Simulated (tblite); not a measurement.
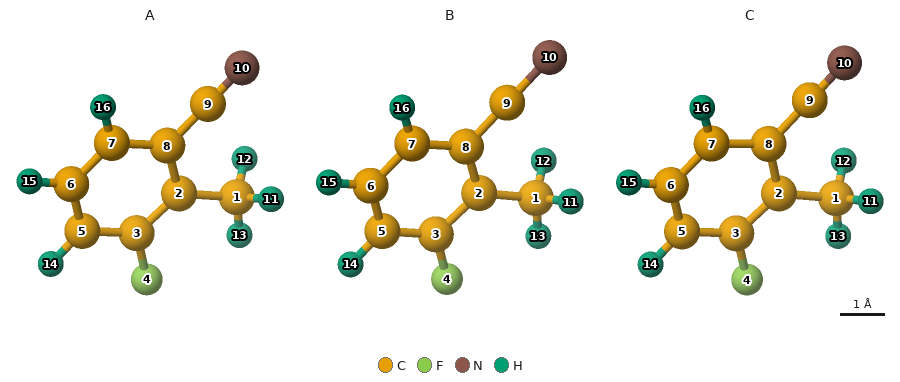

3 geometries from one relaxation of C$_{8}$H$_{6}$FN (charge −1, multiplicity 2), in shuffled order. Style: ball-and-stick. Shown from a free direction.

These are results of GFN2-xTB geometry optimisation, gas phase in tblite 0.8.0, not measurements. 

**Order the frames from highest to lowest energy.**

B, C, A. They are steps 0, 2, 36, at +62.3 kcal/mol, +4.46 kcal/mol relative to the last. Over 36 geometry steps the energy falls by 62.3 kcal/mol. N10 moves most after the best rigid fit: 0.31 Å. By element the largest moves are N 0.31 Å, H 0.06 Å, C 0.05 Å, F 0.02 Å. Near-neighbour distances that change, for instance: C9–N10 1.465 → 1.173 Å, C8–C9 1.424 → 1.371 Å, C2–C3 1.408 → 1.363 Å, C3–F4 1.346 → 1.387 Å. Bond angles that change, for instance: C1–C2–C8 122.1° → 119.0°, H12–C1–H13 105.9° → 108.9°, C1–C2–C3 120.6° → 123.3°.
